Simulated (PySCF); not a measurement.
## Electronic structure of C$_{3}$H$_{5}$Cl$_{3}$P$_{2}$Si$_{2}$ in real space

| atom | x (Å) | y (Å) | z (Å) |
| --- | --- | --- | --- |
| C | 3.9955 | 0.2295 | -0.3865 |
| C | 2.9228 | -0.0696 | 0.0692 |
| Si | 1.2507 | -0.4852 | 0.7402 |
| P | -0.0484 | 1.3924 | 0.9581 |
| Si | -1.2448 | 0.3705 | -0.6591 |
| C | -2.8438 | -0.1795 | 0.2736 |
| Cl | -3.7835 | 1.2258 | 0.7844 |
| Cl | -3.8465 | -1.2212 | -0.7407 |
| Cl | -2.3261 | -1.0857 | 1.7065 |
| P | -0.0587 | -1.5424 | -0.8178 |
| H | 4.9392 | 0.4865 | -0.7759 |
| H | 1.3288 | -1.2459 | 1.9891 |
| H | 0.6981 | 2.1681 | 0.0861 |
| H | -1.6721 | 1.0974 | -1.8535 |
| H | 0.6844 | -1.1326 | -1.9126 |

Geometry: GFN2-xTB.

The calculation used PySCF, PBE0/pcSseg-1, SCF density, gas phase, non-relativistic.

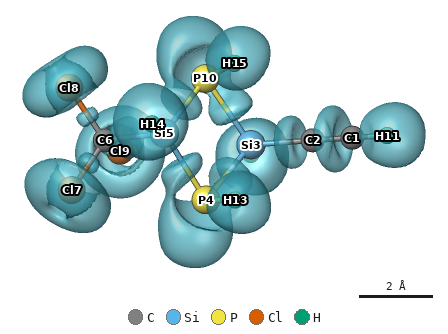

Figure 1. Isosurface of the electron localisation function at 0.8 (cyan), seen from one side. Only the valence region is drawn (cores and ρ < 0.01 e/Å³ removed).

Question: Describe the localisation domains.

Answer: The surface consists of one region between bonded C–C atoms (shared pairs), three regions between bonded C–Cl atoms (shared pairs), two regions between bonded C–Si atoms (shared pairs), five regions around hydrogen nuclei, two regions on P in which the atom's valence shell and bonds are merged and three rings or bowls of non-bonding electrons around Cl. Profiles from the grid: C–C (1.20 Å): the ELF peaks at about 0.85 between the atoms (a multiple bond). C–Cl (1.77 Å): the ELF peaks at about 0.90 between the atoms; a covalent bond.

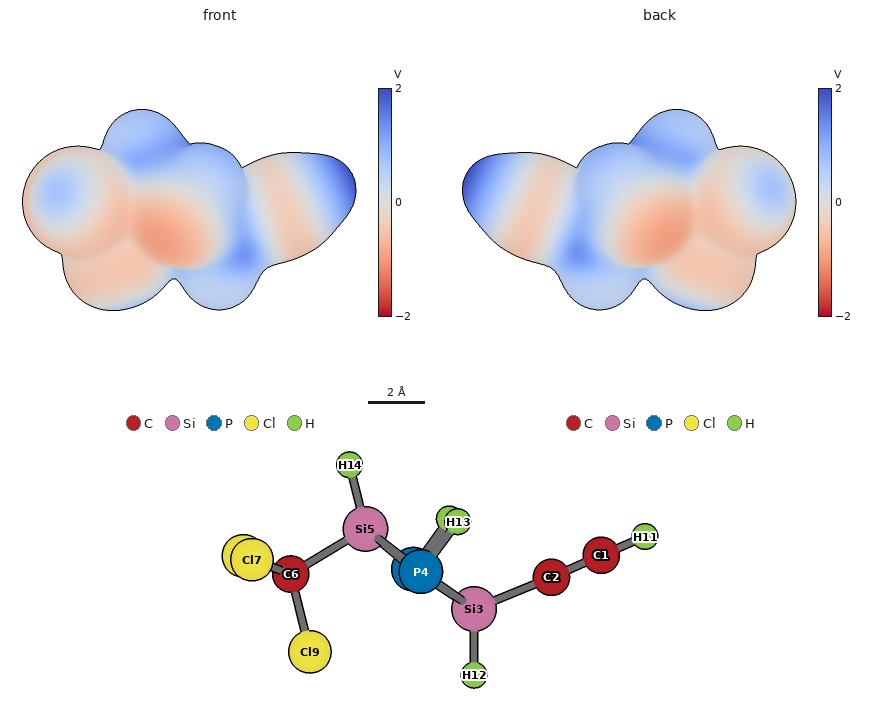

Figure 2. The molecular electrostatic potential painted on the density surface at 0.002 e/bohr³, seen from the front and from behind; red is negative and blue positive. The bare structure is drawn below in the same view.

Question: Where is the surface potential most negative and most positive?

Answer: The most negative region (about −0.9 V, or −21 kcal/mol for a unit charge) lies over P4 and P10, the most positive (about +1.9 V, or +44 kcal/mol for a unit charge) over H11. Cl7 shows a σ-hole: about +0.7 V, or +16 kcal/mol for a unit charge at the tip opposite its bond, against about −0.3 V, or −7 kcal/mol for a unit charge on its flanks. Cl8 shows a σ-hole: about +0.7 V, or +16 kcal/mol for a unit charge at the tip opposite its bond, against about −0.3 V, or −7 kcal/mol for a unit charge on its flanks. Cl9 shows a σ-hole: about +0.7 V, or +16 kcal/mol for a unit charge at the tip opposite its bond, against about −0.4 V, or −9 kcal/mol for a unit charge on its flanks.

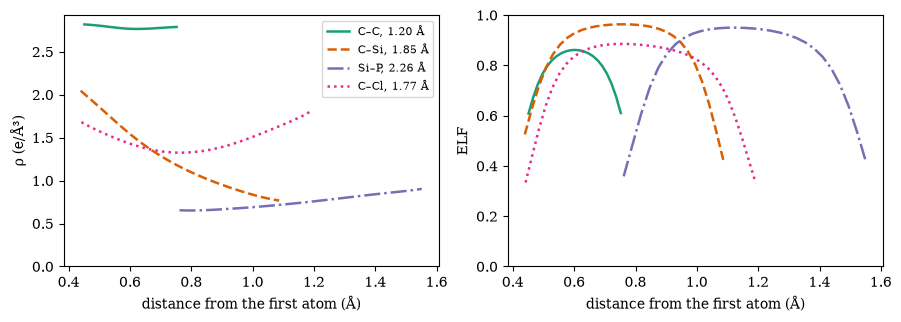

Figure 3. Electron density and electron localisation function along straight lines between neighbouring atoms. The curves leave out the atomic cores.

Question: What can be read from the curves?

Answer: C–C (1.20 Å): the density is about 2.8 e/Å³ at the midpoint; the ELF peaks at about 0.85 between the atoms: a multiple bond.
C–Si (1.85 Å): the density is about 0.92 e/Å³ at the midpoint; the ELF peaks at about 0.95 between the atoms, as expected for a covalent bond.
Si–P (2.26 Å): ρ at the midpoint is about 0.73 e/Å³, with its minimum of 0.65 e/Å³ about 0.8 Å from Si; the ELF peaks at about 0.95 between the atoms: a shared electron pair.
C–Cl (1.77 Å): the density is about 1.4 e/Å³ at the midpoint; the ELF peaks at about 0.90 between the atoms (a shared electron pair).
